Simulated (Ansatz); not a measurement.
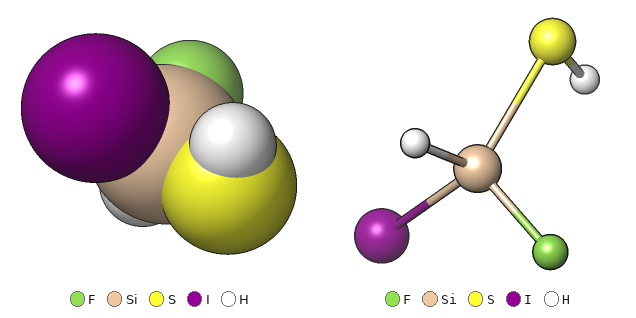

Two views of one molecule.

The computed structure is the end point of a PBE0-D4/def2-TZVP optimisation.

Identify the structure.

It has 6 atoms: 1 fluorine, 2 hydrogen, 1 iodine, 1 sulfur and 1 silicon (FH2ISSi). Its SMILES string is `F[Si@@H](S)I`. It has no ring. Among its groups: Si–H bond. The point group is C1. Coordination: 1 Si tetrahedral; 1 S bent.

The parts below concern this one geometry. Atoms keep their numbers from picture to picture.

Shape

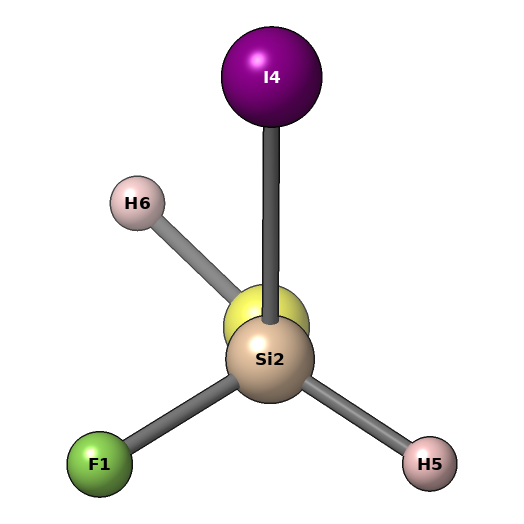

S3 lies behind Si2. The molecule seen nearly along the Si2–S3 bond, Si2 in front. Depth is shown by fading: the farther an atom, the more it takes the colour of the background.

Question: What is the torsion angle I4–Si2–S3–H6? The sign is positive where the front bond must turn clockwise to cover the back bond.

Answer: −46°, synclinal (gauche).

Dipole moment

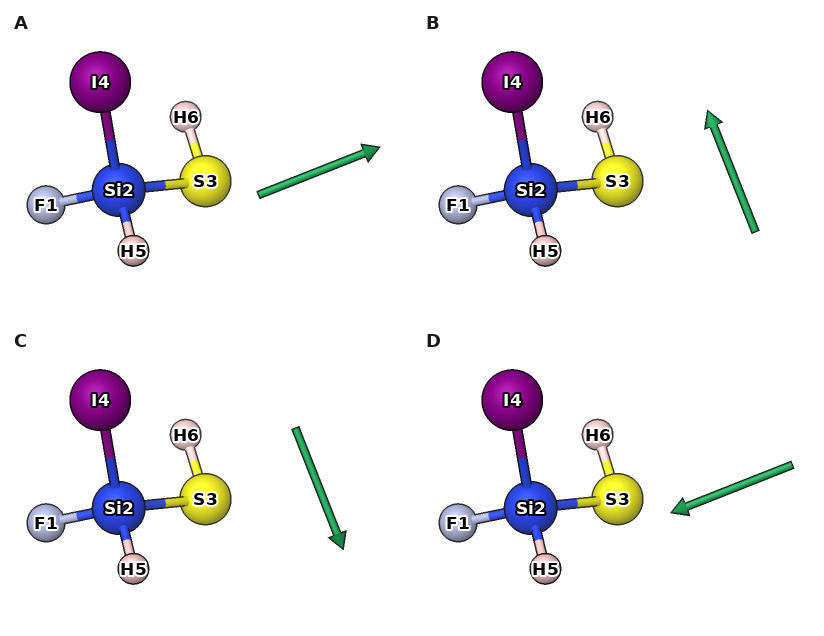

The same molecule four times, each with an arrow. Properties computed with RKS B3LYP-D4/def2-TZVPP, core potentials on I (Ansatz 0.2.0).

Question: Which arrow points along the dipole moment, from the negative to the positive end?

Answer: A. The dipole moment is 0.81 D; it points from the side of F1 to the side of S3, H6 (the outermost atoms at the two ends).

Charges

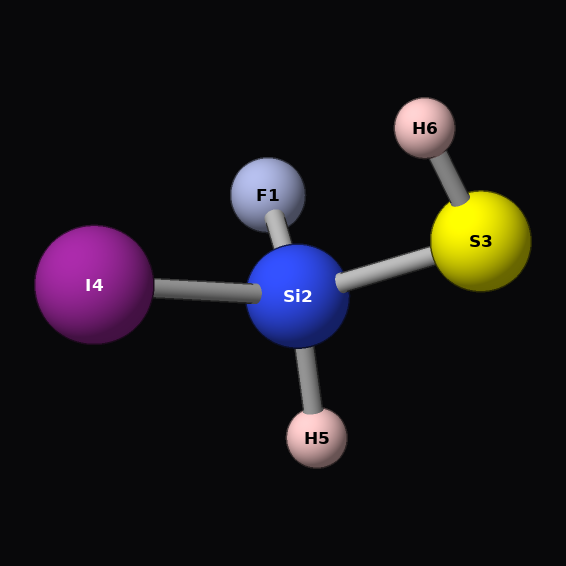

The questions are on Mulliken charges. Level of theory: RKS B3LYP-D4/def2-TZVPP, core potentials on I (Ansatz 0.2.0).

List the Mulliken charges.

| atom | value (e) |
| --- | --- |
| F1 | −0.29 |
| Si2 | 0.58 |
| S3 | −0.22 |
| I4 | −0.13 |
| H5 | −0.05 |
| H6 | 0.12 |

Vibrations

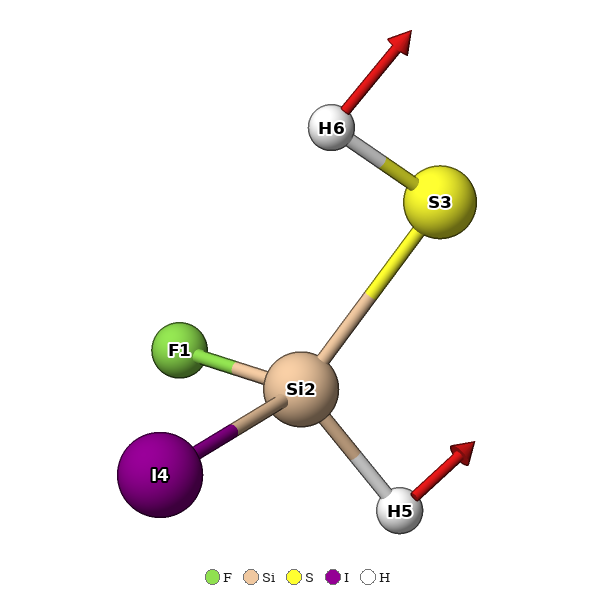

The arrows show one normal mode. Harmonic vibrations computed with RKS PBE0-D4/def2-TZVP, core potentials on I (Ansatz 0.2.0) at a stationary point of the same level.

Question: Describe the motion.

Answer: Mostly angle bending.

Question: At what wavenumber does it lie?

Answer: 673 cm⁻¹; it is mode 7 of 12 counted from the lowest.

Thermal motion

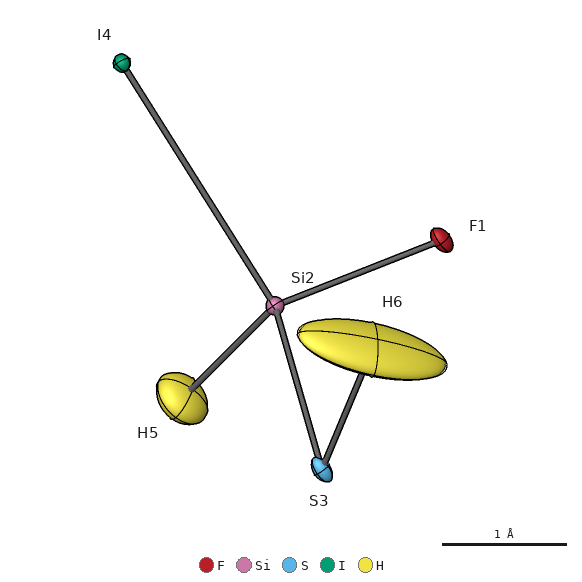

Displacement ellipsoids at the 50 % level, from the internal vibrations of the free molecule (harmonic, no overall translation or rotation; no half-axis is drawn under 0.075 Å). Vibrations computed with RKS PBE0-D4/def2-TZVP, core potentials on I (Ansatz 0.2.0). Temperature: 200 K.

Give the displacement parameters, one line for each set of equivalent atoms.

```
atom  U_eq (Å²)   rms amplitudes (Å)
  F1     0.0033  0.024, 0.060, 0.076
 Si2     0.0018  0.036, 0.039, 0.050
  S3     0.0023  0.014, 0.031, 0.075
  I4    0.00024  0.004, 0.012, 0.024
  H5     0.0189  0.093, 0.153, 0.157
  H6     0.0703  0.083, 0.180, 0.414
```

Mulliken values depend strongly on the basis set and can even reverse the polarity of a bond.
